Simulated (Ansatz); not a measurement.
The starting structures come from a database of crystals and need not be the phases stable at ambient conditions.

 Where the default PAW files enter, the runs use the earlier of Ansatz's two default sets.

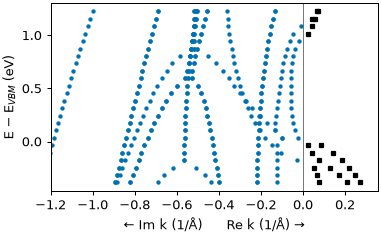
*Complex bands at the centre of the two-dimensional zone; r2SCAN in Ansatz (a program for electronic structure)*

The gap is the functional's own, uncorrected, and κ follows it; spin-orbit coupling is left out. Mid-gap values are interpolated between the computed energies.

Problem. This is GaAs (P6_3mc, wurtzite, not sure to be the ambient phase, 4 atoms a cell, 22.7 Å³ an atom) along the normal of (111). Read off the slowest decay at the centre of the two-dimensional zone at 0.46 eV, the computed energy nearest the middle of the gap.

Solution. κ ≈ 0.06 1/Å, a decay length 1/(2κ) of the density of 8.5 Å.
